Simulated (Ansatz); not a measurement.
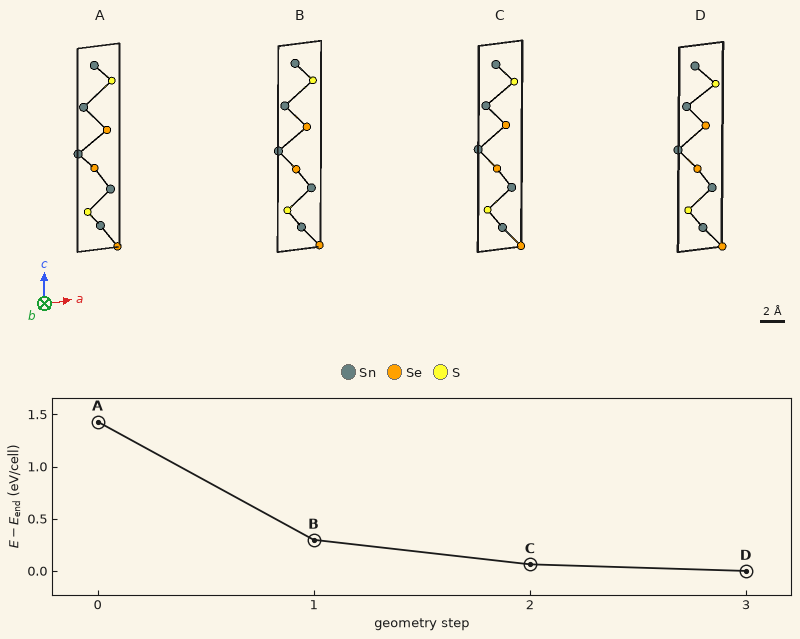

Frames of a relaxation of crystalline Sn$_{5}$Se$_{3}$S$_{2}$ (a generated structure, set up in P1) (coarse preliminary run), marked on the history of the run. Style: ball-and-stick. Shown: the cell of the calculation, reduced to other axes, along the b axis. Lengths and directions refer to the drawn axes.

Computed with DFT PBE, scalar-relativistic, plane waves, PAW in Ansatz 0.2.0.

The input:
```yaml
crystal:
  lattice:
    - [-2.1631007776, 3.6257733481, 0.0400844615]
    - [-4.2172069496, 0.0629280649, 0.0298746205]
    - [-2.2486331778, 1.3480160192, 17.1427131903]
  atoms:
    - { symbol: Sn, position: [0.8516919882, 0.9646763084, 0.2923498823] }
    - { symbol: Sn, position: [0.3057058754, 0.2989907059, 0.0932500957] }
    - { symbol: Sn, position: [0.6606674663, 0.6833388107, 0.8837346072] }
    - { symbol: Sn, position: [0.0748184164, 0.1110163283, 0.711239134] }
    - { symbol: Sn, position: [0.4968683292, 0.5365303546, 0.518704405] }
    - { symbol: Se, position: [-0.0451878772, -0.0275837428, -0.0029723197] }
    - { symbol: Se, position: [0.8044492537, 0.8125086863, 0.5976434415] }
    - { symbol: Se, position: [0.2832798498, 0.1682975402, 0.4181352634] }
    - { symbol: S, position: [0.6353100782, 0.5670244174, 0.1786139652] }
    - { symbol: S, position: [0.4323966199, 0.3852005909, 0.8093015254] }
basis:
  ecutwfc: 420
kpoints:
  mp_grid: { grid: [6, 6, 6] }
hamiltonian:
  xc: pbe
scf:
  occupations: { method: gaussian, width: 0.2 }
  lower_state_search: "off"
output:
  forces: true
  stress: true
  eigenvalues: true
relax:
  adjacent_minimum: "off"
  f_tol: 0.025
  max_steps: 60
  cell: { stress_tol: 0.25 }
```

Run as
```bash
ansatz run input.yaml --threads 4 --pin off --max-ram 8192MiB --backend cpu --events-out ev --progress --plain --runs-dir out
```

Question: What happens along the run?

Answer: The run was cut off at its time limit before the relaxation converged, so the last structure is only a point on the way. After 3 geometry steps the energy has fallen by 1.431 eV per cell of the calculation. The largest force component goes from 1.8 to 0.1 eV/Å. Pressure: 3.75 GPa at the start and 0.04 GPa at the end. The atom that moves furthest relative to the cell is Se8 (0.42 Å roughly along [−3 2 1]). By element the largest moves are Se 0.42 Å, S 0.38 Å, Sn 0.35 Å. The volume changes by +3.7 %, with a 4.113 → 4.271 Å (+3.9 %), b 4.218 → 4.225 Å (+0.2 %), c 17.254 → 17.365 Å (+0.6 %), α 89.4° → 89.9°, β 83.4° → 83.2°, γ 60.9° → 60.1°. Near-neighbour distances that change, for instance: Sn2–Se6 2.749 → 3.192 Å, Sn1–S9 3.252 → 2.864 Å, Sn1–Se8 3.480 → 3.118 Å, Sn3–S10 2.500 → 2.857 Å. Bond angles that change, for instance: Se8–Sn1–S9 109.1° → 94.3°, Se6–Sn2–S9 82.4° → 95.4°, Se7–Sn5–Se7 98.4° → 86.2°. The space group stays P1 (No. 1). The run took 9.7 min on 4 threads of Intel(R) Xeon(R) Processor @ 2.50GHz (Skylake/Cascade Lake), on a shared host, peak memory 1.9 GiB. From step 0 to 1: Se7 moves most (0.20 Å), volume +4.1 %, energy −1.132 eV per cell of the calculation. From step 1 to 2: Se8 moves most (0.19 Å), volume −0.4 %, energy −0.235 eV per cell of the calculation. From step 2 to 3: S9 moves most (0.13 Å), energy −63.5 meV per cell of the calculation.
